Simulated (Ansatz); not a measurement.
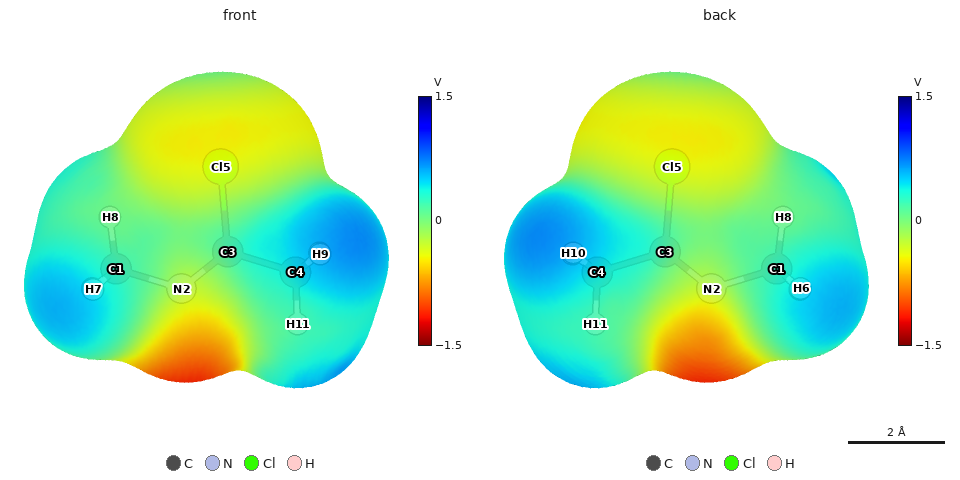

C₃H₆ClN (SMILES CN=C(C)Cl). The molecular electrostatic potential painted on the density surface at 0.001 e/bohr³, seen from the front and from behind; the colour scale runs from red (negative) to blue (positive).

Geometry: PBE0-D4/def2-TZVP.

All numbers below come from RKS PBE0-D4/def2-TZVPP (Ansatz 0.2.0).

```tsv
atom	x (Å)	y (Å)	z (Å)
C	-1.4635	1.1988	-0.1781
N	-0.7332	-0.0317	-0.2473
C	0.4490	-0.1719	0.1066
C	1.2064	-1.4487	0.0324
Cl	1.4531	1.1539	0.7723
H	-1.8189	1.4509	-1.1804
H	-2.3493	1.0447	0.4432
H	-0.8821	2.0348	0.2211
H	1.5541	-1.7377	1.0263
H	2.0890	-1.3259	-0.5989
H	0.5610	-2.2243	-0.3767
```

### Where is the surface potential most negative and most positive?

The most negative region (about −1.1 V) lies over N2, the most positive (about +0.7 V) over H9 and H10. N2 is the likeliest acceptor of a hydrogen bond.
